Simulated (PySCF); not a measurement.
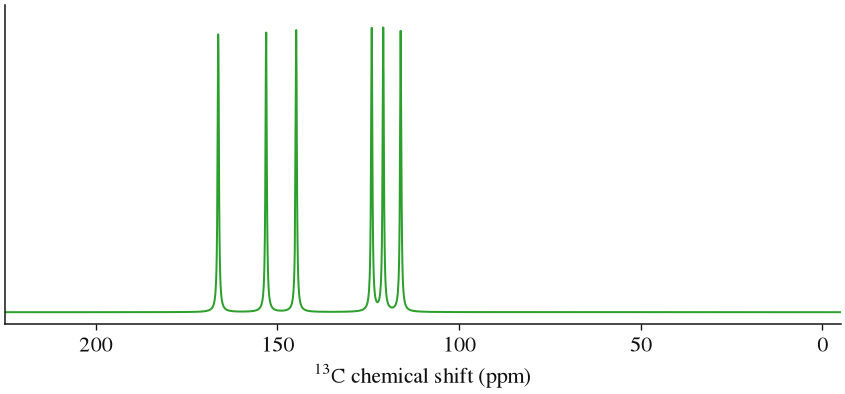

GIAO shifts, WP04/pcSseg-1 in PySCF, at a PBE0-D3(BJ)/def2-SVP geometry (no frequency check), against TMS for ¹³C computed at the same level. Gas phase, fully decoupled, line heights follow the number of nuclei, widths are arbitrary (no quadrupolar broadening); values of one conformer, averaged over nuclei that symmetry, rotation about single bonds or inversion at nitrogen exchange, these motions taken as fast; other conformers aren't averaged in.

Which structure fits the spectrum?
A. C₃H₉NSi₂, SMILES CC#C[SiH2]N[SiH3]
B. CH₁₁NSSi₃, SMILES CS[SiH2]N([SiH3])[SiH3]
C. C₆H₅F₂NO, SMILES FC(F)Oc1ccccn1
D. CH₉Ge₂NO, SMILES [CH3][GeH2][O][GeH2][NH2], singlet

C. Its ¹³C signals: 166.3 (1 C), 153.1 (1 C), 144.8 (1 C), 124.0 (1 C), 120.9 (1 C), 116.1 (1 C) ppm.
